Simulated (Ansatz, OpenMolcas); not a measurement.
A ladder of methods for B3N3H6 (borazine)

B3N3H6: 12 atoms, total charge 0, spin state singlet. As SMILES, `B1NBNBN1`. The shape is that of a PBE0-D4/def2-TZVP optimisation. This is one conformer, not always the lowest.

Each level gives the HOMO–LUMO gap (eV). The values are calculated.

```csv
level,kind,program,value (eV),CPU time
revPBE/def2-SVP,GGA,Ansatz,6.39,11 s
TPSS/def2-SVP,meta-GGA,OpenMolcas,6.58,2.1 min
B3LYP/def2-SVP,global hybrid,Ansatz,8.15,14 s
BHLYP/def2-SVP,global hybrid,Ansatz,10.88,17 s
r2SCAN0/def2-SVP,hybrid meta-GGA,Ansatz,9.06,22 s
HSE06/def2-SVP,range-separated hybrid,Ansatz,7.84,15 s
wB97X/def2-SVP,range-separated hybrid,Ansatz,13.29,40 s
B2PLYP/def2-SVP,double hybrid,Ansatz,11.14,37 s
```

The values span 6.39 to 13.29 eV. Orbital gaps aren't excitation energies, and those of double hybrids come from the SCF part alone; they tend to grow with the share of exact exchange. CPU times are rough (shared hosts, several kinds of processor and program).

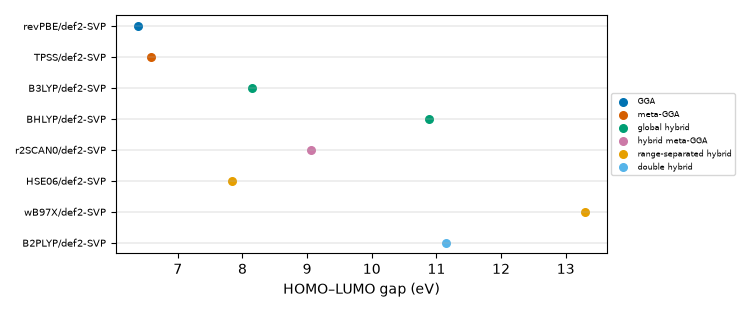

The values of the table, level by level.
